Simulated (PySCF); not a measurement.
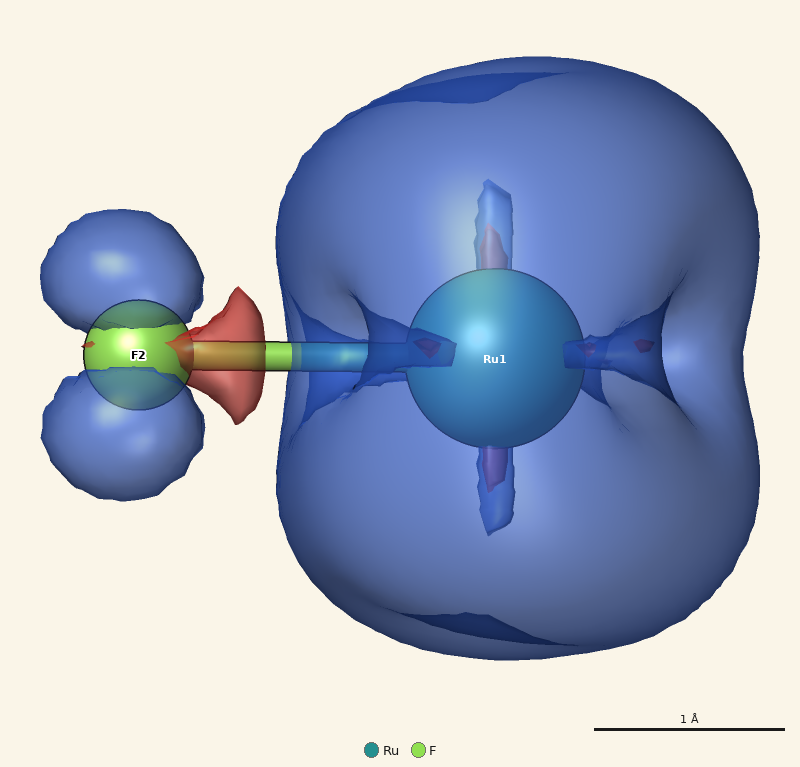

Figure 1: RuF (quartet). Isosurfaces of the spin density at +0.02 (blue) and −0.02 e/Å³ (red), seen from one side.

Core potentials replace the inner electrons of Ru.

These are results of PBE0/def2-TZVPP, non-relativistic Hamiltonian with scalar-relativistic core potentials where named, at a bond length of 1.901 Å (PySCF 2.14.0), not measurements.

```yaml
atoms:
  - { symbol: Ru, position_ang: [0.0000, 0.0000, -0.2987] }
  - { symbol: F, position_ang: [0.0000, 0.0000, 1.6023] }
```

Q: Where is the unpaired spin?

A: The unpaired spin (3 electrons) lies mostly on Ru1 (about 2.9) and F2 (about 0.1), in electrons by Hirshfeld's partition.
